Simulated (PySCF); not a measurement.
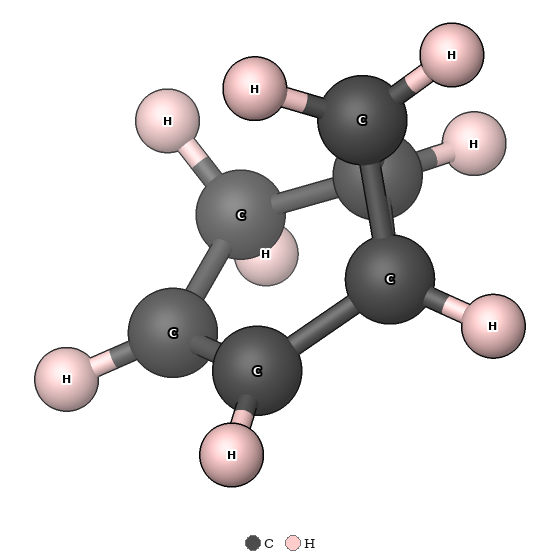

Geometry used (C₆H₈, SMILES C1=C[C@@H]2C[C@@H]2C1).

Vertical TDDFT excitations, PBE0/def2-TZVPD in PySCF 2.14.0, at a PBE0-D3(BJ)/def2-SVP geometry (no frequency check), gas phase.

> Predict the low-lying singlet excitations and the spectrum.

The lowest singlet lies at 6.01 eV (206 nm, f = 0.018); the brightest of the first 10 is S2 at 6.11 eV (203 nm), f = 0.099, mainly HOMO → LUMO (75 %). No singlet lies below 3.1 eV (beyond 400 nm), so at this level no vertical transition falls in the visible.


```csv
state,E (eV),λ (nm),f,main character
S1,6.01,206,0.018,HOMO → LUMO+1 (78 %)
S2,6.11,203,0.099,HOMO → LUMO (75 %)
S3,6.58,189,0.020,HOMO → LUMO+2 (89 %)
S4,6.67,186,0.005,HOMO → LUMO+3 (88 %)
S5,6.81,182,0.007,HOMO → LUMO+4 (62 %)
S6,6.91,179,0.025,HOMO−1 → LUMO (63 %)
S7,7.23,172,0.018,HOMO → LUMO+5 (97 %)
S8,7.28,170,0.001,HOMO → LUMO+6 (96 %)
S9,7.31,170,0.005,HOMO−1 → LUMO+1 (92 %)
S10,7.66,162,0.014,HOMO → LUMO+7 (92 %)
```

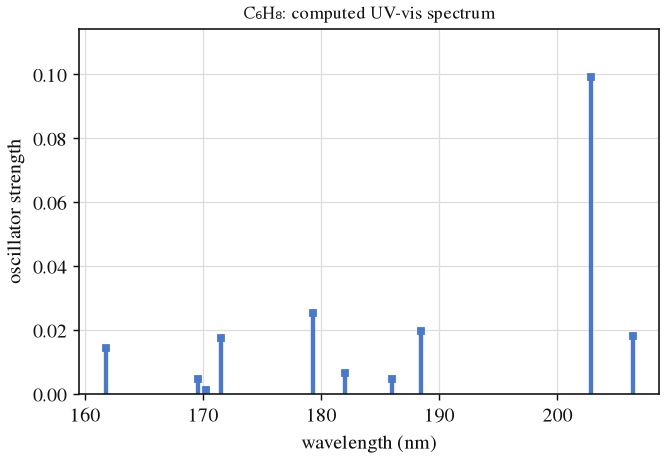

The lowest 10 singlet states are shown.

Caveats: states above the negative HOMO energy depend on the basis; core orbitals are frozen in the response.
